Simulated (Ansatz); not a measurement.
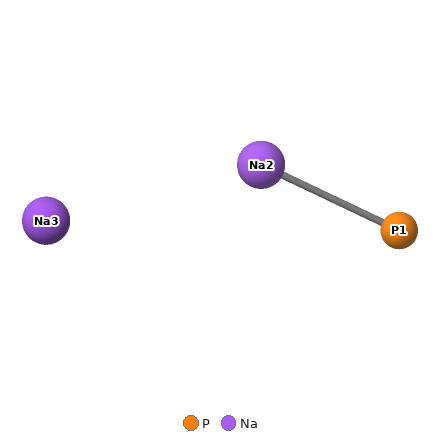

The system is P + Na₂, spin multiplicity 4; the picture shows the reference structure. The first coordinate is: distance P1–Na2; the second: distance Na2–Na3. Nothing is relaxed (the angle P1–Na2–Na3 is fixed at 140 degrees). The scan uses a 14 × 14 grid. Points are written as (first, second). All energies are given in kcal/mol relative to the lowest grid point. In part of the range the unrestricted reference is strongly spin-contaminated. These are results of Ansatz 0.2.0, UHF/def2-SVPD, not measurements.

Its coordinates:

```yaml
atoms:
  - { symbol: P, position_ang: [-2.7030, 0.0000, 0.0000] }
  - { symbol: Na, position_ang: [0.0000, 0.0000, 0.0000] }
  - { symbol: Na, position_ang: [3.0129, 2.5281, 0.0000] }
```

Range: distance P1–Na2 from 2.184 to 4.584 Å; distance Na2–Na3 from 2.656 to 5.056 Å.

What will the energy surface look like?

Answer. The lowest grid point is at (2.703 Å, 3.933 Å). No other kind of well shows on this grid. The highest grid point, (2.184 Å, 2.656 Å), lies 33.3 kcal/mol above the lowest.

```tsv
distance Na2–Na3 ↓, distance P1–Na2 →	2.184	2.270	2.395	2.541	2.703	2.877	3.062	3.257	3.461	3.672	3.890	4.116	4.347	4.584
5.056	22.7	14.6	7.1	2.6	1.2	2.1	3.7	5.0	5.9	6.6	7.1	7.5	7.7	7.9
4.819	22.4	14.4	6.8	2.3	0.9	1.7	3.5	4.8	5.7	6.4	6.9	7.3	7.5	7.7
4.588	22.2	14.2	6.6	2.0	0.6	1.4	3.2	4.5	5.5	6.1	6.7	7.0	7.3	7.5
4.362	22.1	14.0	6.4	1.8	0.3	1.1	2.9	4.3	5.2	5.9	6.4	6.7	7.0	7.2
4.144	22.0	13.9	6.2	1.6	0.1	0.9	2.7	4.1	5.0	5.6	6.1	6.5	6.7	6.9
3.933	22.1	13.9	6.2	1.6	0.0	0.8	2.6	3.9	4.8	5.4	5.8	6.2	6.4	6.6
3.729	22.3	14.2	6.5	1.8	0.1	0.9	2.6	3.8	4.7	5.2	5.7	6.0	6.3	6.4
3.534	22.9	14.7	7.0	2.3	0.6	1.2	2.9	4.0	4.7	5.3	5.7	6.0	6.3	6.4
3.349	23.8	15.6	7.8	3.1	1.4	2.0	3.5	4.4	5.1	5.6	6.0	6.3	6.5	6.7
3.175	25.1	16.9	9.2	4.4	2.7	3.2	4.5	5.3	5.9	6.4	6.7	7.0	7.2	7.4
3.013	26.9	18.7	10.9	6.2	4.4	4.9	5.9	6.6	7.2	7.6	7.9	8.2	8.4	8.5
2.867	29.0	20.9	13.1	8.4	6.6	7.0	7.8	8.4	8.9	9.3	9.6	9.9	10.1	10.2
2.742	31.4	23.3	15.5	10.8	9.0	9.3	10.0	10.5	11.0	11.4	11.7	11.9	12.1	12.2
2.656	33.3	25.2	17.5	12.8	11.0	11.2	11.8	12.3	12.8	13.2	13.5	13.7	13.9	14.0
```

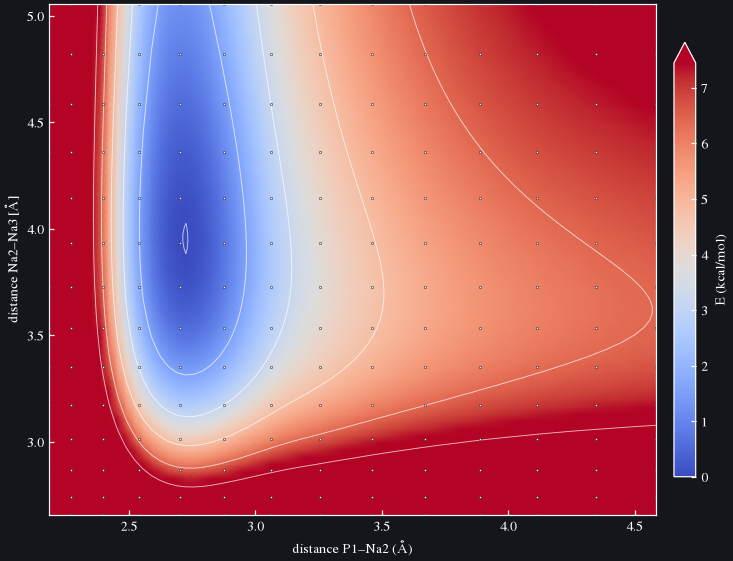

Drawn: a smooth colour map with a few white contour lines, dots at the grid points, one colour for all values above the top of the scale. Between grid points the surface is interpolated.

Time for the 196 points that were run: 10 min on 1 thread of Arm Neoverse V1 (shared host).
